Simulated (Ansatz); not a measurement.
What a tighter setting buys: basis.ecutwfc, Sc3IrC4 (Immm, 8 atoms in the cell)

Cell: a = 6.7264 Å, b = 6.7264 Å, c = 6.7264 Å, α = 150.22°, β = 141.48°, γ = 49.44°.

Level of theory: PBEsol, PAW files made with PBE (plane waves; Ansatz, a program for electronic structure).

Base settings: basis.ecutwfc = 30.9 Ry; kpoints.mp_grid.grid = 9 9 9; hamiltonian.xc = pbesol; hamiltonian.pseudopotentials = {kind: paw} (the program's default PAW files); scf.occupations.method = methfessel_paxton; scf.occupations.width = 0.0073 Ry.

Misses are taken against the tightest run, 61.7 Ry, which need not be fully converged itself. The energy is the free energy per atom.

The count of work is k-points × plane waves × bands × iterations; it is no time, and leaves out set-up, grids and terms that scale otherwise. 

Ansatz's pressure holds its estimate of the finite-basis (Pulay) stress, which hides part of the cutoff error; the uncorrected pressure shows it.

The starting cell comes from a database of computed structures (which also holds hypothetical and non-ambient phases and stackings), without a prior relaxation at this level. Spin polarisation is off. In the base run, with a pressure of about -6 GPa the cell is away from its equilibrium volume at this level. Ansatz's pressure includes its estimate of the finite-basis (Pulay) stress.

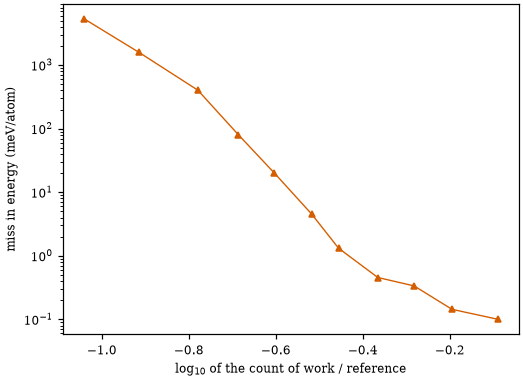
Miss against the count of work; the reference run is not drawn, and misses under 0.1 meV/atom are drawn there.

| basis.ecutwfc | energy less reference (meV/atom) | pressure less reference (GPa) | largest difference in the force on any atom (eV/Å) | uncorrected pressure less reference (GPa) | count of work / reference |
|---|---|---|---|---|---|
| 12.5 Ry | 5343.13 | 3.27 | 1.456 | -243.25 | 0.091 |
| 15.4 Ry | 1586.89 | 4.37 | 1.308 | -92.42 | 0.12 |
| 18.4 Ry | 403.72 | 3.03 | 0.597 | -29.43 | 0.17 |
| 21.7 Ry | 80.18 | 0.65 | 0.136 | -7.14 | 0.21 |
| 24.6 Ry | 19.98 | 0.05 | 0.022 | -2.02 | 0.25 |
| 27.9 Ry | 4.52 | 0.00 | 0.002 | -0.50 | 0.30 |
| 30.9 Ry | 1.32 | 0.00 | 0.001 | -0.13 | 0.35 |
| 35.6 Ry | 0.46 | 0.00 | 0.000 | 0.00 | 0.43 |
| 40.1 Ry | 0.34 | 0.00 | 0.000 | 0.00 | 0.52 |
| 46.3 Ry | 0.14 | 0.00 | 0.000 | -0.01 | 0.64 |
| 54 Ry | 0.04 | 0.00 | 0.000 | 0.00 | 0.81 |
| 61.7 Ry | 0.00 | 0.00 | 0.000 | 0.00 | 1.0 |

Coarsest setting among those run that, with all tighter ones, holds the energy within 5 meV/atom of the reference: 27.9 Ry, off by 4.5 meV/atom; it needs 0.30 of the reference's count of work.

Coarsest setting among those run that, with all tighter ones, holds the energy within 2 meV/atom of the reference: 30.9 Ry, off by 1.3 meV/atom; it needs 0.35 of the reference's count of work.

The step from 18.4 Ry to 40.1 Ry: it takes the miss in the energy from 400 to 0.34 meV/atom, for 3.1 times the count of work.

Keys are those of Ansatz 0.2.
